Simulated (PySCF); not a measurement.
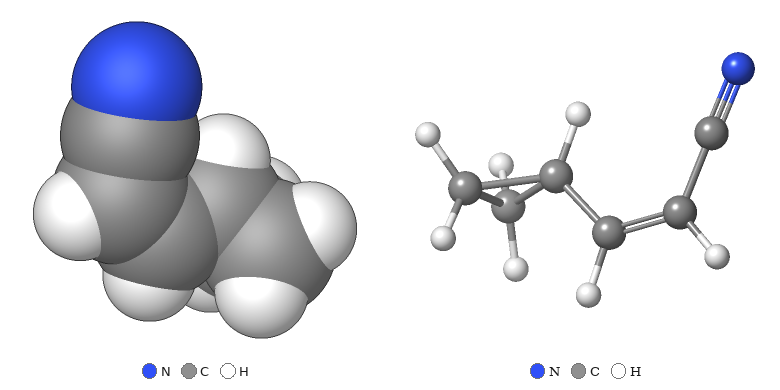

Both panels show the same species.

The geometry was computed by an optimisation with GFN2-xTB. No frequency run is at hand to confirm it as a minimum.

**Which formula does it have?**

C₆H₇N, 14 atoms: 6 carbon, 7 hydrogen and 1 nitrogen.

**Does it have rings?**

Independent rings (smallest set): 1 of 3 members.

More results for the same structure follow; atom numbers are the same in all pictures, views and colours differ.

**Shape**

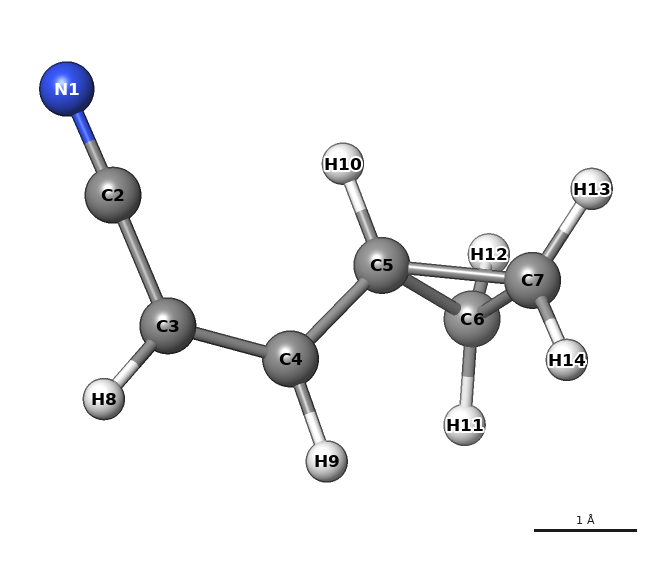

Numbered structure. No frequency run is at hand to confirm it as a minimum.

List the bonds and their lengths.

```tsv
bond	length (Å)	order
N1–C2	1.148	triple
C2–C3	1.406	single
C3–C4	1.338	double
C3–H8	1.081	single
C4–C5	1.459	single
C4–H9	1.083	single
C5–C6	1.512	single
C5–C7	1.512	single
C5–H10	1.083	single
C6–C7	1.488	single
C6–H11	1.080	single
C6–H12	1.079	single
C7–H13	1.079	single
C7–H14	1.080	single
```

**NMR shielding**

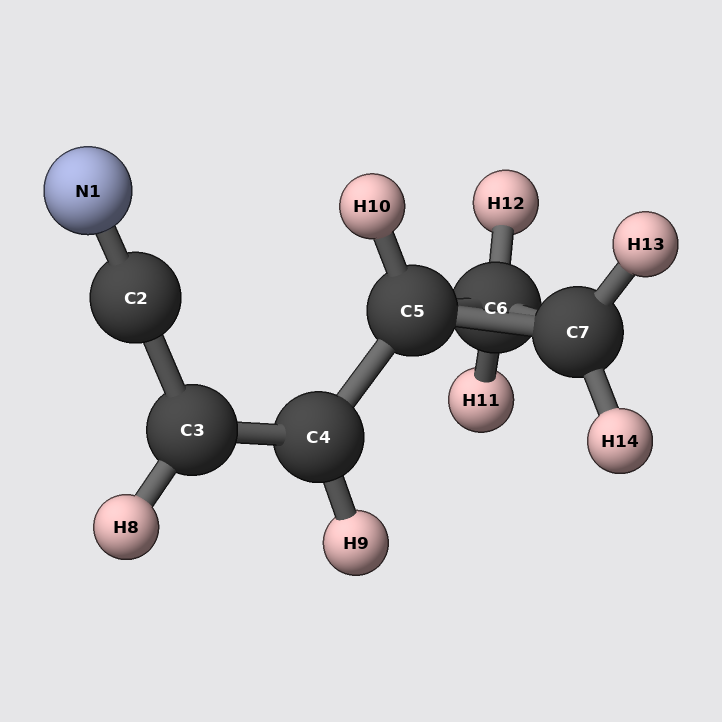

No frequency run is at hand to confirm it as a minimum. Properties computed with GIAO PBE0/pcSseg-1 NMR shielding, non-relativistic, gas phase (PySCF 2.14.0). Principal shieldings σ11 ≤ σ22 ≤ σ33, span Ω = σ33 − σ11, skew κ = 3(σiso − σ22)/Ω.

Give the shielding tensors of the N atoms.

| atom | σ11 | σ22 | σ33 | σiso | Ω | κ |
| --- | --- | --- | --- | --- | --- | --- |
| N1 | −212.9 | −176.9 | 220.3 | −56.5 | 433.2 | 0.83 |

Shieldings and span in ppm.

**Polarisability**

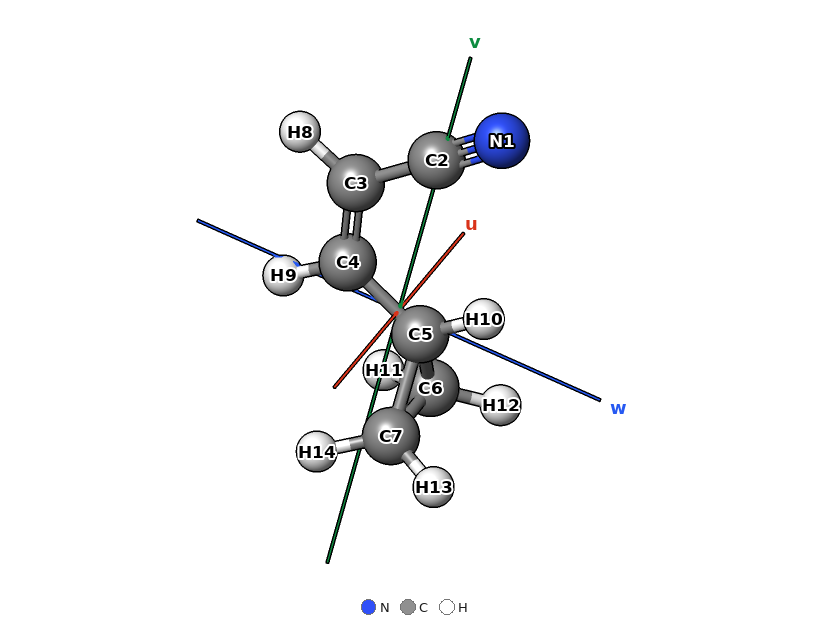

The lines u, v and w are the principal axes of the static dipole polarisability. No frequency run is at hand to confirm it as a minimum. Computed with PBE0/def2-SVPD (PySCF 2.14.0).

**Along which axis is the molecule most polarisable, and along which least?**

Most along v (nearly parallel to the C3–C4 bond), least along u (nearly parallel to the C6–C7 bond).

**Give the three principal values.**

u 55.6, v 105.6, w 67.5 bohr³; mean 76.2, anisotropy 45.2 bohr³.

**Excitation**

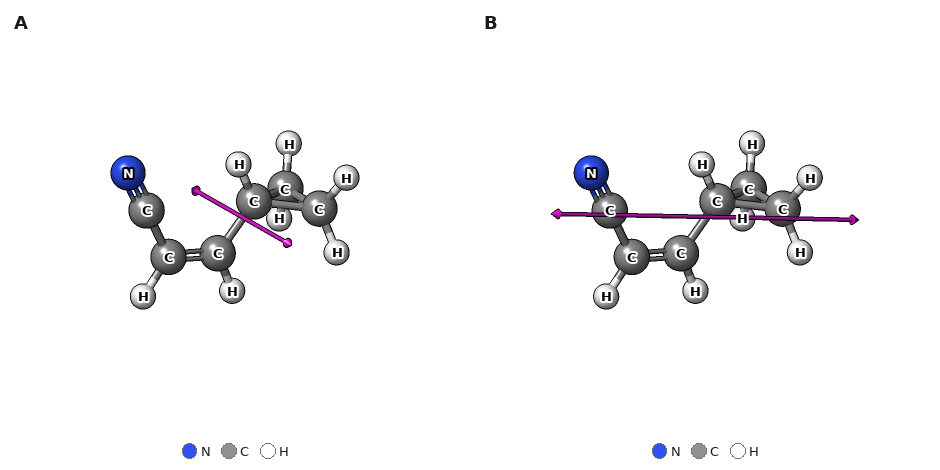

The double arrows show the directions of two transition dipoles from the ground state (lengths mean nothing). No frequency run is at hand to confirm it as a minimum. Properties computed with TDDFT PBE0/def2-SVPD, vertical, gas phase, core orbitals frozen in the response (PySCF 2.14.0).

**One belongs to singlet state 1 and one to singlet state 5. Which is which?**

A: state 5, 7.31 eV (170 nm), oscillator strength 0.016, of mixed character, with the largest part HOMO → LUMO+2 (weight 0.48).
B: state 1, 5.75 eV (216 nm), oscillator strength 0.52, mainly HOMO → LUMO (weight 0.95).

**Charges**

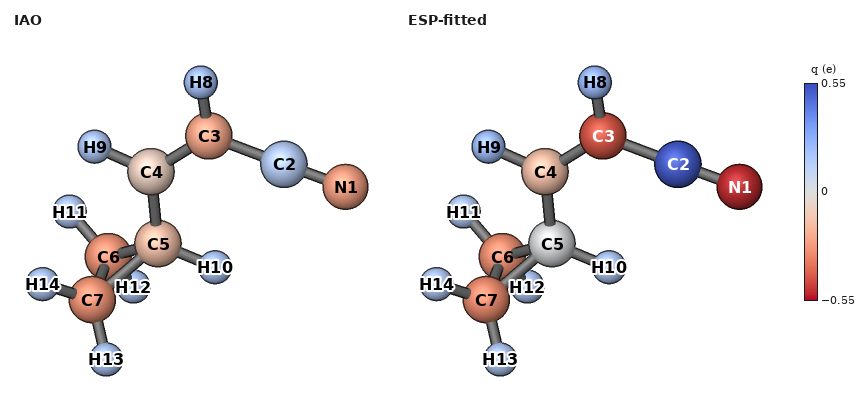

Atomic charges of one calculation by 2 schemes, on one colour scale. No frequency run is at hand to confirm it as a minimum. Level of theory: PBE0/pcSseg-1 (PySCF 2.14.0).

**Which scheme gives the most polar picture (largest mean size of the charges)?**

The ESP-fitted charges are the largest in size here.

**On which atom do the schemes disagree most?**

On C2 (from 0.14 to 0.50 e).

List the charges (e), one line for each set of equivalent atoms.

```csv
atom,IAO,ESP-fitted
N1,−0.25,−0.50
C2,0.14,0.50
C3,−0.23,−0.43
C4,−0.07,−0.15
C5,−0.14,0.01
"C6, C7",−0.28,−0.29
H8,0.18,0.22
H9,0.16,0.21
H10,0.16,0.15
"H11, H14",0.15,0.14
"H12, H13",0.16,0.15
```
